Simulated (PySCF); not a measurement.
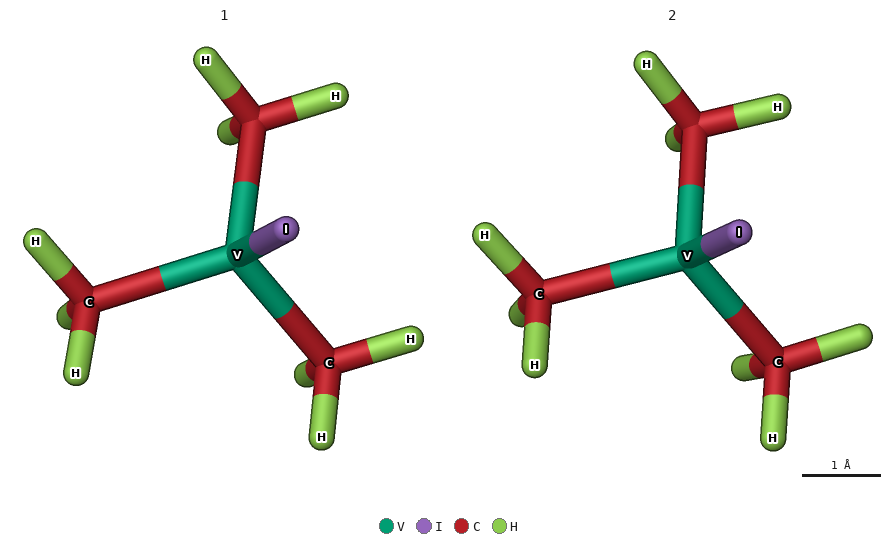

Two geometries of C3H9IV (multiplicity 2), drawn at one scale. One is the start of a relaxation, the other its converged end. A stick model, seen at a tilt.

Level of theory: PBE0-D3(BJ)/def2-SVP geometry optimisation, gas phase in PySCF. 

**Which geometry has the lower energy?**

Structure 2 is the relaxed one. The start comes from GFN2-xTB. After 15 geometry steps the energy has fallen by 2.28 kcal/mol. The largest force component goes from 0.29 to 0.018 eV/Å. An H atom moves most after the best rigid fit: 0.19 Å. Largest moves by element: H 0.19 Å, C 0.12 Å, I 0.10 Å, V 0.06 Å. Some distances before and after: C–V 2.008 → 1.982 Å, I–V 2.533 → 2.547 Å, C–H 1.097 → 1.108 Å. Bond angles that change, for instance: V–C–H 110.6° → 100.4°, C–V–C 108.9° → 100.6°, V–C–H 109.6° → 102.0°. The run took about 5 core-minutes on a shared host.
